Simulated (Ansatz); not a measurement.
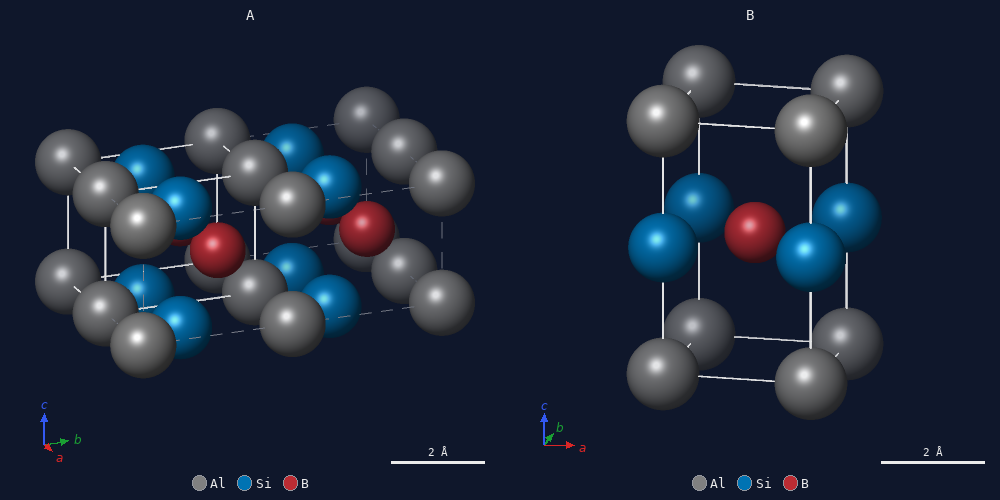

Two structures of AlSiB, each relaxed to rest (conventional cells in solid outline, small ones repeated, not to one scale). Method: DFT PBE, scalar-relativistic, plane waves, PAW (Ansatz), without spin polarisation.

**Give the type and space group of each.**

A: 3 atoms a cell on a primitive hexagonal lattice, P-6m2. B: 3 atoms a cell on a primitive tetragonal lattice, P4/mmm.

**Which structure is more stable?**

B is lower, by 373 meV/atom at this level of theory (energies at zero smearing). Volumes: A 13.7, B 15.3 Å³/atom.

One or both may be structure types tried for this composition rather than known phases.
